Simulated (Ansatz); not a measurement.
Bands of a (8,8) AlN nanotube, along its axis.

Method: PBE (plane waves to 420 eV, PAW; Ansatz, a first-principles code). Mesh 1×1×10. No spin polarisation. It repeats along c; a and b span vacuum. A hypothetical model, rolled from the flat sheet. Symmetry and one short period hold its shape; lower forms weren't sought.

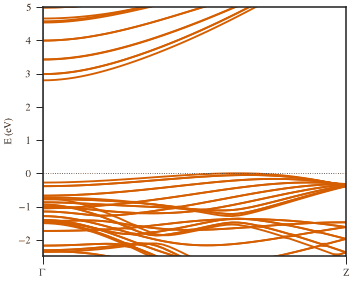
Figure. Bands from the zone centre to the zone edge (period 3.13 Å); the dotted line marks the highest filled level

Q: Is it a metal or a semiconductor at this level? Give what the bands show.

A: A semiconductor in PBE.
* **PBE gap**: 2.80 eV, indirect, from k = 0.323 × 2π/c to Γ
